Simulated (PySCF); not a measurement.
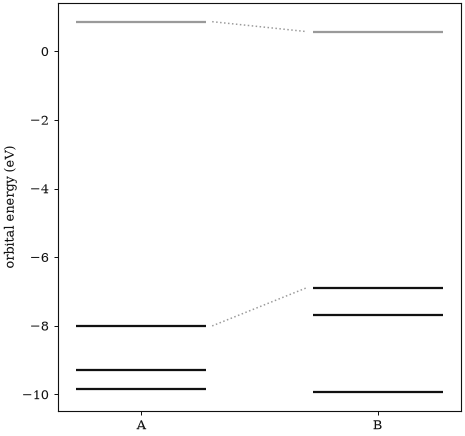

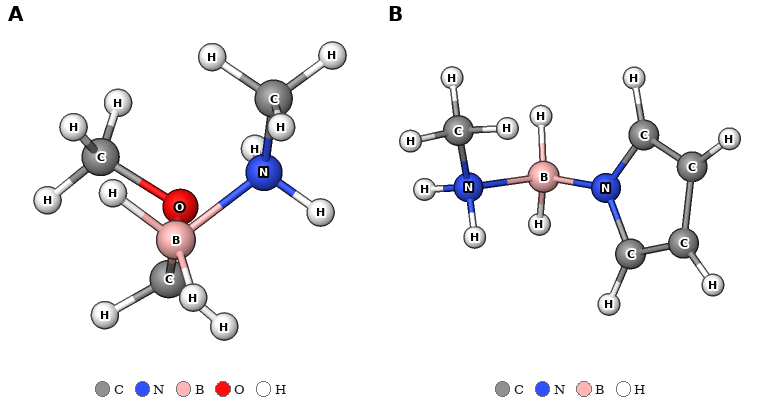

Related molecules: A is C₃H₁₂BNO, SMILES C[NH2+][BH2-]COC; B is C₅H₁₁BN₂, SMILES C[NH2+][BH2-]n1cccc1. Frontier orbital energies, CAM-B3LYP/def2-SVPD with PySCF 2.14.0, at a GFN2-xTB geometry (no frequency check); drawn are at most three filled levels and, in grey, the LUMO with any level within 0.03 eV of it; dotted lines join the HOMOs and the LUMOs.

Question: What does the change do to the frontier levels?

Answer: From A to B the HOMO rises by 1.11 eV and the LUMO falls by 0.29 eV, so the separation goes from 8.87 to 7.46 eV.

Caveats, for all or some of the runs: empty levels above zero depend strongly on the basis; one conformer of a flexible molecule; the tight-binding geometry is rougher than a DFT one and adds to the error.
